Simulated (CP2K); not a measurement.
Band structure of BaMg6W (P4/mmm, 8 atoms in the cell).

```xyz
8
Lattice="6.6629 0.0000 0.0000 0.0000 6.6629 0.0000 0.0000 0.0000 4.3524" Properties=species:S:1:pos:R:3 pbc="T T T"
Ba     0.0000     0.0000     2.1762
Mg     0.0000     3.3315     2.1762
Mg     3.3315     0.0000     2.1762
Mg     4.7399     1.9230     0.0000
Mg     1.9230     4.7399     0.0000
Mg     4.7399     4.7399     0.0000
Mg     1.9230     1.9230     0.0000
W      3.3315     3.3315     2.1762
```

Computed with LDA (Pade form), GPW, DZVP-MOLOPT-SR-GTH basis, GTH-PADE potentials (GTH_POTENTIALS) run with CP2K.

Settings: CUTOFF = 1000 Ry; REL_CUTOFF = 50 Ry; SMEAR/METHOD = FERMI_DIRAC; ELECTRONIC_TEMPERATURE = 1160.45 K; KPOINTS/SCHEME = MONKHORST-PACK 3 3 5; XC_FUNCTIONAL = PADE; Ba/BASIS_SET = DZVP-MOLOPT-SR-GTH-q10; Ba/POTENTIAL = GTH-PADE-q10; Mg/BASIS_SET = DZVP-MOLOPT-SR-GTH-q10; Mg/POTENTIAL = GTH-PADE-q10; W/BASIS_SET = DZVP-MOLOPT-SR-GTH-q14; W/POTENTIAL = GTH-PADE-q14; METHOD = GPW; EPS_DEFAULT = 1e-10.

The starting cell comes from a database of computed structures (which also holds hypothetical and non-ambient phases and stackings), without a prior relaxation at this level. Its lattice was rescaled by a random factor within 2.5 % of one. Spin-orbit coupling is off. Spin polarisation is off. Values carry the incompleteness of an atom-centred basis.

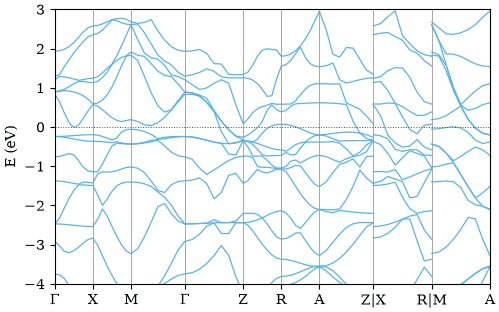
Figure: Bands along the path, energies from the Fermi level.

Levels in eV from the Fermi level, bands 39 to 44:
```json
[
 {"point": "Γ", "39": "-0.76", "40": "-0.24", "41": "-0.24", "42": "0.84", "43": "0.89", "44": "0.89"},
 {"point": "X", "39": "-1.14", "40": "-0.37", "41": "-0.20", "42": "0.57", "43": "0.59", "44": "1.13"},
 {"point": "M", "39": "-0.44", "40": "-0.44", "41": "-0.06", "42": "0.19", "43": "1.83", "44": "1.91"},
 {"point": "Z", "39": "-0.74", "40": "-0.35", "41": "-0.35", "42": "-0.34", "43": "-0.34", "44": "-0.26"},
 {"point": "R", "39": "-1.06", "40": "-1.04", "41": "-0.73", "42": "-0.58", "43": "0.07", "44": "0.38"},
 {"point": "A", "39": "-1.52", "40": "-0.72", "41": "-0.39", "42": "-0.20", "43": "-0.20", "44": "0.62"}
]
```

Bands cross the Fermi level along this path, so the cell is metallic at this level.

Higher empty bands are left out: an atom-centred basis made for the valence describes them poorly.
